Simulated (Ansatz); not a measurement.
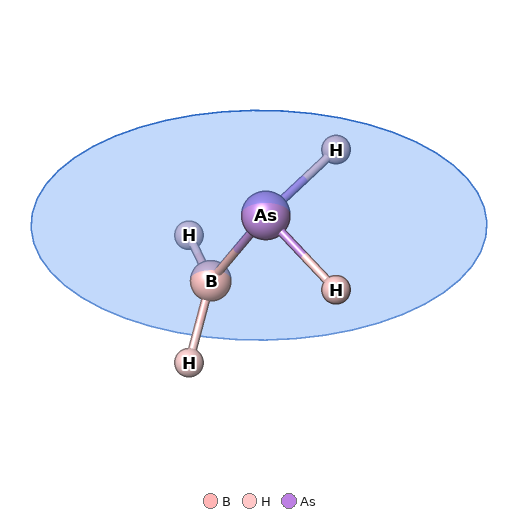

All proper rotation axes (lines) and mirror planes (discs) of the structure are drawn in. Atoms fade into the background with distance from the viewer. The geometry was computed by an optimisation with PBE0-D4/def2-TZVP.

### Name the symmetry elements and the point group.

It has 1 mirror plane. Point group Cs. The group has 2 operations. The geometry is achiral, and symmetry allows a dipole moment.
